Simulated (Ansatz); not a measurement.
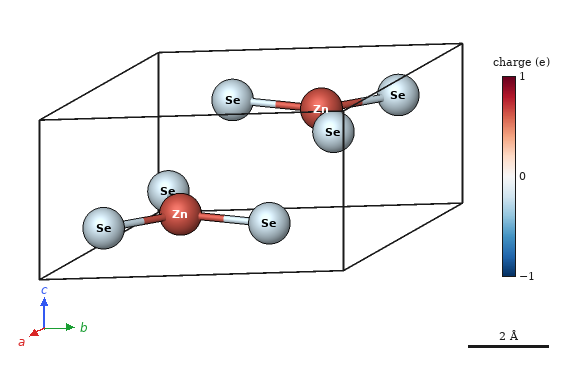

Shown here is a ball-and-stick view of the crystal, taken slightly off an axis. Thin lines show the simulation cell, with boundary atoms drawn in all their periodic places. The atoms of this ZnSe$_{3}$ cell are coloured by their Bader charge.

Theory: DFT PBE, scalar-relativistic, plane waves, PAW (Ansatz 0.2.0). Numerical settings: a kinetic-energy cutoff of 420 eV, a 6×6×10 mesh of k-points, Gaussian smearing of 0.1 eV, no spin polarisation.

**Summarise the charge transfer.**

Most positive: Zn; most negative: Se. Charges: about Zn +0.6 e; Se -0.2 e.

Origin of the cell: a random cell made by a generator, so it need not be a real form of the compound. Earlier steps of the study may have refined or changed the cell and positions. A calculation with Ansatz used it as input.
